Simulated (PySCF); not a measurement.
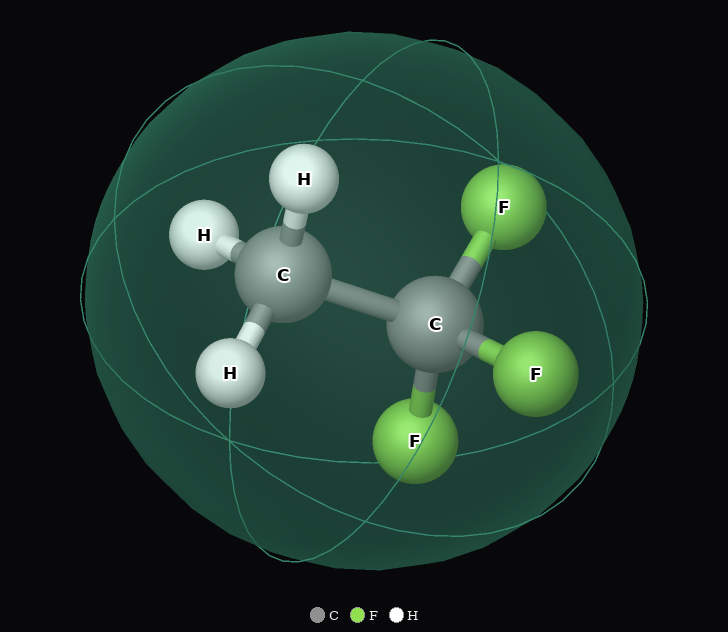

The ellipsoid shows the static dipole polarisability: its half-axes are proportional to the principal values. The computed structure is the end point of a PBE0-D3(BJ)/def2-SVP optimisation. No frequency run is at hand to confirm it as a minimum. Computed with PBE0/def2-TZVPD (PySCF 2.14.0).

How large and how anisotropic is the polarisability?

Principal values 29.4, 29.4, 30.9 bohr³; mean 29.9 bohr³ (4.43 Å³); anisotropy 1.6 bohr³, so the longest axis is 1.05 times the shortest.
